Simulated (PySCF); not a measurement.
C$_{3}$H$_{9}$NO, SMILES `CC.NC=O`.

Method: PBE/6-31+G*; geometry: GFN2-xTB; program: PySCF.

The calculation's input:

```python
import numpy as np
from pyscf import gto, scf, dft
from pyscf.scf import atom_ks, atom_hf
from scipy.linalg import block_diag
from pyscf.dispersion import dftd3

def solve(mol, dm0=None, hcore=None):
    mf = (dft.UKS if mol.spin else dft.RKS)(mol, xc='pbe')
    mf.grids.level = 3
    mf = mf.density_fit(auxbasis='def2-universal-jkfit')
    mf.conv_tol, mf.max_cycle = 1e-8, 80
    if hcore is not None:
        mf.get_hcore = lambda *args: hcore
    mf.kernel(dm0)
    if not mf.converged:
        mf = mf.newton().run(mf.mo_coeff, mf.mo_occ, max_cycle=30)
    assert mf.converged, 'SCF not converged'
    return mf

mol = gto.M(atom='''
C     -2.27708    -0.54651    -0.37683
C     -2.59852     0.76727     0.32032
H     -2.20706    -0.40188    -1.45333
H     -1.33191    -0.94738    -0.01928
H     -3.05619    -1.28033    -0.18295
H     -2.67118     0.61923     1.39523
H     -3.54451     1.17233    -0.03428
H     -1.81937     1.50320     0.13177
N      2.68021     0.58172    -0.06149
C      1.49728    -0.03805    -0.22792
O      1.12189    -0.98347     0.41262
H      3.31023     0.24264     0.64828
H      2.95900     1.36945    -0.61733
H      0.89434     0.42226    -1.03214
''', basis='6-31+g*', charge=0, spin=0, verbose=4)
mol_a = gto.M(atom='''
C     -2.27708    -0.54651    -0.37683
C     -2.59852     0.76727     0.32032
H     -2.20706    -0.40188    -1.45333
H     -1.33191    -0.94738    -0.01928
H     -3.05619    -1.28033    -0.18295
H     -2.67118     0.61923     1.39523
H     -3.54451     1.17233    -0.03428
H     -1.81937     1.50320     0.13177
ghost-N      2.68021     0.58172    -0.06149
ghost-C      1.49728    -0.03805    -0.22792
ghost-O      1.12189    -0.98347     0.41262
ghost-H      3.31023     0.24264     0.64828
ghost-H      2.95900     1.36945    -0.61733
ghost-H      0.89434     0.42226    -1.03214
''', basis='6-31+g*', charge=0, spin=0, verbose=4)
mol_b = gto.M(atom='''
ghost-C     -2.27708    -0.54651    -0.37683
ghost-C     -2.59852     0.76727     0.32032
ghost-H     -2.20706    -0.40188    -1.45333
ghost-H     -1.33191    -0.94738    -0.01928
ghost-H     -3.05619    -1.28033    -0.18295
ghost-H     -2.67118     0.61923     1.39523
ghost-H     -3.54451     1.17233    -0.03428
ghost-H     -1.81937     1.50320     0.13177
N      2.68021     0.58172    -0.06149
C      1.49728    -0.03805    -0.22792
O      1.12189    -0.98347     0.41262
H      3.31023     0.24264     0.64828
H      2.95900     1.36945    -0.61733
H      0.89434     0.42226    -1.03214
''', basis='6-31+g*', charge=0, spin=0, verbose=4)
ab, a, b = solve(mol), solve(mol_a), solve(mol_b)
e_int = ab.e_tot - a.e_tot - b.e_tot
print('counterpoise-corrected interaction energy / kcal/mol', e_int * 627.5095)
def disp(atoms, charge):
    m = gto.M(atom=atoms, charge=charge, basis='sto-3g', spin=None, unit='Bohr', verbose=0)
    return dftd3.DFTD3Dispersion(m, xc='pbe', version='d3bj').get_dispersion()['energy']
e_disp = disp(mol._atom, mol.charge) - disp(mol._atom[:8], mol_a.charge) - disp(mol._atom[8:], mol_b.charge)
print('D3(BJ) part / kcal/mol', e_disp * 627.5095)
# spherically averaged free atoms, for the promolecule
atm = atom_ks.get_atm_nrks(mol, xc='pbe')
pro = block_diag(*[(atm[a[0]][2] * atm[a[0]][3]) @ atm[a[0]][2].T for a in mol._atom])
np.savez('result.npz', e_int=e_int, e_disp=e_disp, dm_a=a.make_rdm1(), dm_b=b.make_rdm1(), c=ab.mo_coeff, occ=ab.mo_occ, eps=ab.mo_energy, pro=pro, d=[f.dip_moment(verbose=0) for f in (ab, a, b)])
```

Command:

```sh
OMP_NUM_THREADS=1 python input.py
```

The run took 44 s on 1 thread of Arm Neoverse V2 (shared host), peak memory 0.44 GiB.

Partitions, critical points and surface values were worked out afterwards from this run's density.

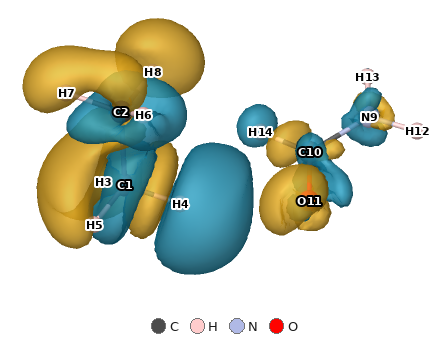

Density of the complex less the densities of the two fragments at the same geometry, ±0.0008 e/Å³ (yellow: gain, teal: loss). Fragment A: H6C2 (atoms 1–8); fragment B: H3CNO.

> How is the density rearranged on binding?

Hirshfeld charges show 0.006 e passing from B to A. By Hirshfeld charges, electrons gather most on H3 (−0.006 e) and leave H4 most (+0.015 e); 0.04 e is displaced in all, which induces a dipole of 0.33 D.

> What is the interaction energy, and which contacts carry it?

The counterpoise-corrected interaction energy of the frozen fragments is −0.4 kcal/mol without dispersion correction and −1.3 kcal/mol with D3(BJ). The pair geometry is semi-empirical, not a minimum at this level. Contacts: H4···O11, weak C–H hydrogen bond, 2.49 Å, ρ = 0.009 a.u. The pose is a local one from a semi-empirical search, not shown to be the most stable.
